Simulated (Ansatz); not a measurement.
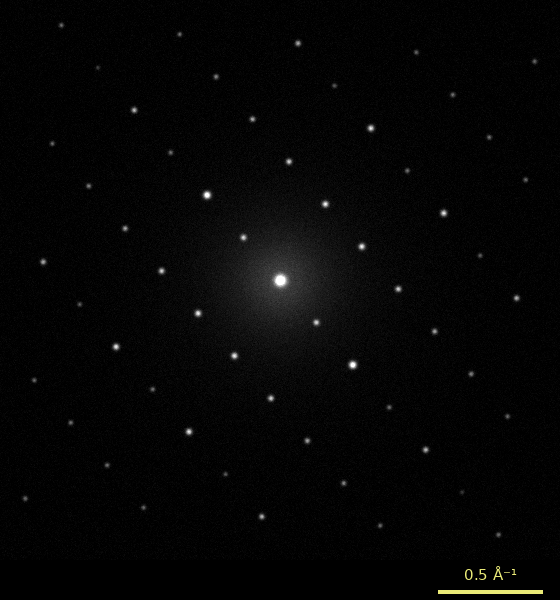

The pattern is a kinematic simulation for 120 kV electrons (no multiple scattering; isotropic B = 0.8 Å²).

**What net do the spots form, and what spacings does it show?**

The spots form a centred rectangular net whose two shortest vectors correspond to d = 3.71 Å and 2.34 Å, 71.6° apart.

**What is the point symmetry of the pattern, intensities included?**

2mm. A zero-layer kinematic pattern is always centrosymmetric (Friedel's law).

**What was simulated?**

This cannot be fixed from one zone alone; the pattern is [221] of Zn3PbN, space group Pm-3m (No. 221), a = 5.24 Å. The net vectors are -1 1 0 and -1 0 2. Structure: coordinates from a relaxation with Ansatz 0.2.0, DFT PBE, scalar-relativistic, plane waves, PAW; the starting structure was generated, so it need not be a known form of this composition.
